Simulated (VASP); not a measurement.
Band structure of PdS (sg84). These are LDA (Ceperley-Alder, Perdew-Zunger), VASP's LDA PAW potentials (set 64) (plane waves; VASP 6.6.1) values and carry that method's errors.

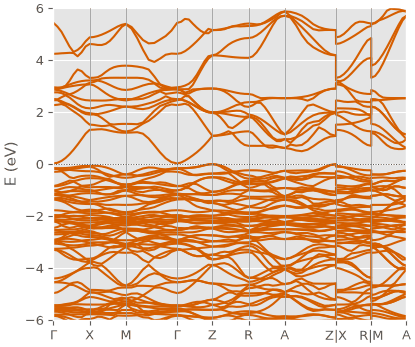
Bands along high-symmetry lines, zero at the valence-band maximum or, without a gap, the Fermi level

Q: Read the plot: is there a gap, and where are the band edges?

A: The gap is indirect, 0.03 eV, from the valence maximum at Z to the conduction minimum at Γ. (Edges off the drawn lines would not show.)

The compound is PdS in the sg84 structure. It was relaxed first.
